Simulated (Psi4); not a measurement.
# One shape, several levels: doublet AlH3Cl

Wanted: a comparison of 4 runs (UHF/STO-3G, UHF/3-21G, UB3LYP/6-31G*, UHSE06/cc-pVTZ) of doublet AlH3Cl. 

Program for the calculation: Psi4 1.11.

### Step 1. The molecule

AlH3Cl: 5 atoms, total charge 0, spin state doublet. As SMILES of the parent species, `[AlH3-][Cl]`. The shape comes from GFN2-xTB, which is rough for such elements, and wasn't checked as a minimum. That shape belongs to the parent species and isn't relaxed for this state.

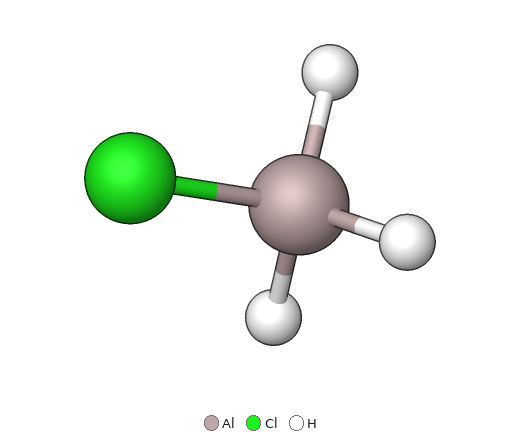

The structure, seen from a chosen angle (aluminium light grey, chlorine green, hydrogen white).

### Step 2. Energy and forces at UHF/STO-3G (run 1)

alclh3.py reads:

```python
import psi4

psi4.set_memory('1600 MB')
psi4.set_num_threads(1)
psi4.set_output_file('psi4.out', False)

molecule = psi4.geometry("""
0 2
Al     0.20628250    -0.00083148    -0.15590241
Cl    -2.95311281    -0.00398732     2.23790816
H      0.42724818     2.79394118    -1.33072624
H     -0.30271523    -2.09081188    -2.30225334
H      2.62229735    -0.69832939     1.55095492
units au
symmetry c1
no_reorient
no_com
""")

psi4.set_options({
    'reference': 'uhf',
    'puream': True,
    'e_convergence': 1e-09,
    'd_convergence': 1e-08,
    'scf_type': 'pk',
    'maxiter': 200,
})

e = psi4.gradient("scf/STO-3G")
print('gradient / Eh bohr^-1')
print(e.np.round(6))
```

Launch:

```console
python alclh3.py
```

psi4.out:

```text
[...]
  Running in c1 symmetry.
[...]
  Nuclear repulsion =   78.196689845815982
[...]
  Multiplicity = 2
[...]
  Nalpha       = 17
  Nbeta        = 16
[...]
    Number of basis functions: 21
[...]
   @UHF iter   1:  -695.19804879994172   -1.51803e+00   9.85582e-03 ADIIS/DIIS
[...]
   @UHF iter  47:  -695.25151196305785   -1.03455e-11   9.57523e-09 DIIS
[...]
   @S^2 Observed:                8.003930829E-01
[...]
    Orbital Energies [Eh]
    ---------------------
    Alpha Occupied:
       1A   -103.572622     2A    -57.861939     3A    -10.270935
       4A     -7.713469     5A     -7.711990     6A     -7.709317
       7A     -4.781364     8A     -3.014585     9A     -3.010580
      10A     -3.007368    11A     -0.956630    12A     -0.650061
      13A     -0.507410    14A     -0.413803    15A     -0.379517
      16A     -0.361414    17A     -0.331625
    Alpha Virtual:
      18A      0.409912    19A      0.505042    20A      0.550857
      21A      0.601657
[...]
  @UHF Final Energy:  -695.25151196305785
   => Energetics <=
    Nuclear Repulsion Energy =             78.1966898458159818
    One-Electron Energy =               -1123.1343766456761841
    Two-Electron Energy =                 349.6861748368022518
    Total Energy =                       -695.2515119630578511
  UHF NO Occupations:
  HONO-2 :   15  A 1.9988613
  HONO-1 :   16  A 1.9757021
[...]
 Multipole Moments:
 ------------------------------------------------------------------------------------
     Multipole            Electronic (a.u.)      Nuclear  (a.u.)        Total (a.u.)
 ------------------------------------------------------------------------------------
 L = 1.  Multiply by 2.5417464519 to convert [e a0] to [Debye]
 Dipole X            :         46.4569402          -44.7744150            1.6825252
 Dipole Y            :          0.2226768           -0.0737938            0.1488830
 Dipole Z            :        -34.1725230           33.9356827           -0.2368403
 Magnitude           :                                                    1.7056232
[...]
  -Total Gradient:
     Atom            X                  Y                   Z
    ------   -----------------  -----------------  -----------------
       1        0.058380485733     0.017288163832     0.080729905801
       2       -0.006656463657    -0.000347145077    -0.006781470633
       3       -0.017327597357     0.022451966070    -0.024204601277
       4       -0.018996802652    -0.031163833312    -0.042056674476
       5       -0.015399622043    -0.008229151513    -0.007687159440
[...]
```

The script printed:

```text
gradient / Eh bohr^-1
[[ 0.05838   0.017288  0.08073 ]
 [-0.006656 -0.000347 -0.006781]
 [-0.017328  0.022452 -0.024205]
 [-0.018997 -0.031164 -0.042057]
 [-0.0154   -0.008229 -0.007687]]
```

It took 1.5 s on 1 thread of Intel Xeon 6975P-C (Granite Rapids), shared host; peak memory 0.18 GiB.

### Step 3. Energy and forces at UHF/3-21G (run 2)

job.in reads:

```
memory 1600 mb

molecule {
  0 2
  Al
  Cl 1 R2
  H 1 R3 2 A3
  H 1 R4 3 A4 2 D4
  H 1 R5 4 A5 3 D5

  R2 = 2.09758
  R3 = 1.608541
  A3 = 106.98249
  R4 = 1.60803
  A4 = 111.81093
  D4 = 116.84891
  R5 = 1.608298
  A5 = 111.83844
  D5 = -126.15959
  units angstrom
  symmetry c1
}

set {
  basis         3-21G
  reference     uhf
  puream        true
  e_convergence 1e-09
  d_convergence 1e-08
  scf_type      pk
  maxiter       200
}

energy_value, wavefunction = gradient('scf', return_wfn=True)
```

Launch:

```console
psi4 job.in job.out -n 1
```

job.out:

```text
[...]
  Running in c1 symmetry.
[...]
  Nuclear repulsion =   78.196684591081265
[...]
  Multiplicity = 2
[...]
  Nalpha       = 17
  Nbeta        = 16
[...]
    Number of basis functions: 32
[...]
   @UHF iter   1:  -699.50397556628559   -4.75123e-01   4.96382e-03 ADIIS/DIIS
[...]
   @UHF iter  25:  -699.53686772511674   -3.41061e-12   6.12240e-09 DIIS
[...]
   @S^2 Observed:                7.747611684E-01
[...]
    Orbital Energies [Eh]
    ---------------------
    Alpha Occupied:
       1A   -104.083149     2A    -58.103976     3A    -10.477984
       4A     -7.941374     5A     -7.939691     6A     -7.937049
       7A     -4.917378     8A     -3.224324     9A     -3.220869
      10A     -3.218003    11A     -1.083865    12A     -0.726886
      13A     -0.563391    14A     -0.491051    15A     -0.486970
      16A     -0.457725    17A     -0.426399
    Alpha Virtual:
      18A      0.100638    19A      0.147833    20A      0.162708
      21A      0.240082    22A      0.249338    23A      0.335345
      24A      0.347236    25A      0.398535    26A      0.798673
[...]
  @UHF Final Energy:  -699.53686772511674
   => Energetics <=
    Nuclear Repulsion Energy =             78.1966845910812651
    One-Electron Energy =               -1125.6668083144775210
    Two-Electron Energy =                 347.9332559982795487
    Total Energy =                       -699.5368677251167355
  UHF NO Occupations:
  HONO-2 :   15  A 1.9975513
  HONO-1 :   16  A 1.9907778
[...]
 Multipole Moments:
 ------------------------------------------------------------------------------------
     Multipole            Electronic (a.u.)      Nuclear  (a.u.)        Total (a.u.)
 ------------------------------------------------------------------------------------
 L = 1.  Multiply by 2.5417464519 to convert [e a0] to [Debye]
 Dipole X            :          0.0037877           -0.0000462            0.0037414
 Dipole Y            :          1.0181486            0.0026375            1.0207861
 Dipole Z            :          2.9551398           -4.3185437           -1.3634039
 Magnitude           :                                                    1.7031995
[...]
  -Total Gradient:
     Atom            X                  Y                   Z
    ------   -----------------  -----------------  -----------------
       1        0.000258697655     0.085521786692     0.011767590741
       2       -0.000063673833    -0.010782162617    -0.042996927136
       3       -0.000102514795    -0.044347520496     0.015842449955
       4        0.006556963407    -0.015160400598     0.007701751817
       5       -0.006649472435    -0.015231702981     0.007685134611
[...]
```

It took 1.7 s on 1 thread of Intel Xeon 6975P-C (Granite Rapids), shared host; peak memory 0.18 GiB.

Run 3 isn't shown in full; the table further down has it.

### Step 4. Energy and gradient at UHSE06/cc-pVTZ (run 4)

job.in reads:

```
memory 1600 MB

molecule {
  0 2
  Al
  Cl 1 R2
  H 1 R3 2 A3
  H 1 R4 3 A4 2 D4
  H 1 R5 4 A5 3 D5

  R2 = 2.09758
  R3 = 1.608541
  A3 = 106.98249
  R4 = 1.60803
  A4 = 111.81093
  D4 = 116.84891
  R5 = 1.608298
  A5 = 111.83844
  D5 = -126.15959
  units angstrom
  symmetry c1
}

set basis cc-pVTZ
set reference uks
set puream true
set e_convergence 1e-09
set d_convergence 1e-08
set scf_type pk
set dft_radial_points 99
set dft_spherical_points 590
set maxiter 200

E, wfn = gradient("hse06", return_wfn=True)
oeprop(wfn, "MULLIKEN_CHARGES", "LOWDIN_CHARGES", "MAYER_INDICES", title="HSE06")
```

Launch:

```console
psi4 -n 1 job.in job.out
```

job.out:

```text
[...]
  Running in c1 symmetry.
[...]
  Nuclear repulsion =   78.196684591081265
[...]
  Multiplicity = 2
[...]
  Nalpha       = 17
  Nbeta        = 16
[...]
    Number of basis functions: 110
[...]
   @UKS iter   1:  -704.10507437928277   -2.26023e-01   2.69923e-03 DIIS/ADIIS
[...]
   @UKS iter  19:  -704.16140818211875   -9.47807e-10   1.62282e-09 DIIS
[...]
   @S^2 Observed:                7.604952226E-01
[...]
  @UKS Final Energy:  -704.16140818211875
   => Energetics <=
    Nuclear Repulsion Energy =             78.1966845910812651
    One-Electron Energy =               -1129.9791666915291444
    Two-Electron Energy =                 384.1839185903336897
    DFT Exchange-Correlation Energy =     -36.5628446720045872
    Empirical Dispersion Energy =           0.0000000000000000
    VV10 Nonlocal Energy =                  0.0000000000000000
    Total Energy =                       -704.1614081821187483
[...]
 Multipole Moments:
 ------------------------------------------------------------------------------------
     Multipole            Electronic (a.u.)      Nuclear  (a.u.)        Total (a.u.)
 ------------------------------------------------------------------------------------
 L = 1.  Multiply by 2.5417464519 to convert [e a0] to [Debye]
 Dipole X            :          0.0009434           -0.0000462            0.0008971
 Dipole Y            :          0.4360485            0.0026375            0.4386859
 Dipole Z            :          3.9142432           -4.3185437           -0.4043004
 Magnitude           :                                                    0.5965777
[...]
  -Total Gradient:
     Atom            X                  Y                   Z
    ------   -----------------  -----------------  -----------------
       1        0.000029590198     0.035075425112     0.001550572814
       2       -0.000038493100    -0.004186765520    -0.014787332642
       3       -0.000007102128    -0.015701156332     0.006908729069
       4        0.008159881248    -0.007581826305     0.003192341055
       5       -0.008143946623    -0.007606218857     0.003146923447
[...]
```

Wall time 89 s (1 thread of Intel Xeon 6975P-C (Granite Rapids), shared host); peak memory 0.87 GiB.

### Step 5. All runs side by side

| run | level | Cartesian functions | integration grid | energy (Eh) | dipole moment (D) | HOMO energy (eV) | LUMO energy (eV) | wall time |
| --- | --- | --- | --- | --- | --- | --- | --- | --- |
| 1 | UHF/STO-3G | no | – | -695.251512 | 4.34 | -8.25 | -0.96 | 1.5 s |
| 2 | UHF/3-21G | no | – | -699.536868 | 4.33 | -10.75 | -3.70 | 1.7 s |
| 3 | UB3LYP/6-31G* (Cartesian functions) | yes | 99 radial × 590 angular | -704.377273 | 1.41 | -7.84 | -6.86 | 11 s |
| 4 | UHSE06/cc-pVTZ | no | 99 radial × 590 angular | -704.161408 | 1.52 | -7.63 | -7.05 | 89 s |

### Step 6. What came out

| quantity | value |
| --- | --- |
| run 4: total energy | -704.16141 Eh |
| run 4: dipole moment | 1.52 D |
| run 4: HOMO energy (highest over α and β) | -7.63 eV |
| run 4: LUMO energy (lowest over α and β) | -7.05 eV |
| run 4: ⟨S²⟩ | 0.760 |
| run 4: largest force on an atom | 1.805 eV/Å |

The dipole moment (its size) runs from 1.41 D (UB3LYP/6-31G*) to 4.34 D (UHF/STO-3G). The two ends differ in method and basis. Totals of different functionals can't be ranked against each other. In run 1 the basis is minimal, so the values are rough. All runs together took 1.7 min, the longest 89 s.
